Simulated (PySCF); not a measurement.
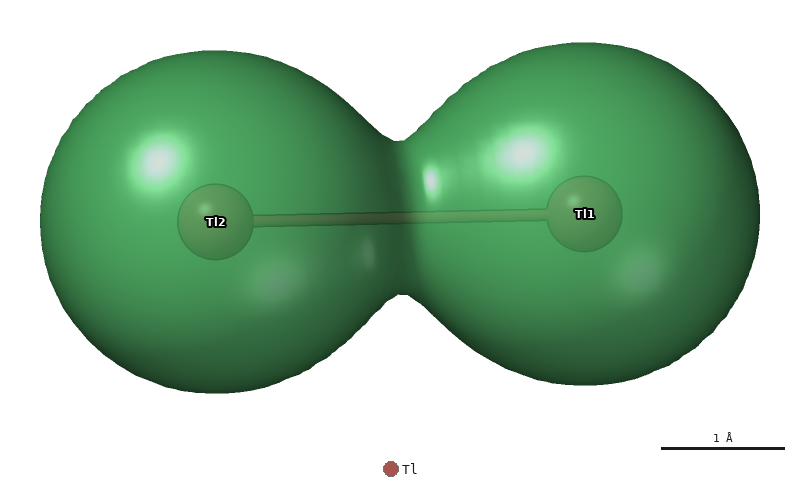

The picture shows: Tl2 (triplet). Isosurface of the electron density at 0.15 e/Å³ (green), seen from one side.

Core potentials replace the inner electrons of Tl.

The calculation used PBE0/cc-pVTZ(-PP), non-relativistic Hamiltonian with scalar-relativistic core potentials where named, at a bond length of 3.134 Å in PySCF.

### Which contacts does the surface bridge?

At this value the surface is in one piece. It bridges the sampled Tl–Tl (3.13 Å) contact, where the density stays above the isovalue. On the grid the lowest density along these lines, outside the cores, is 0.21 e/Å³ (Tl–Tl, 3.13 Å).
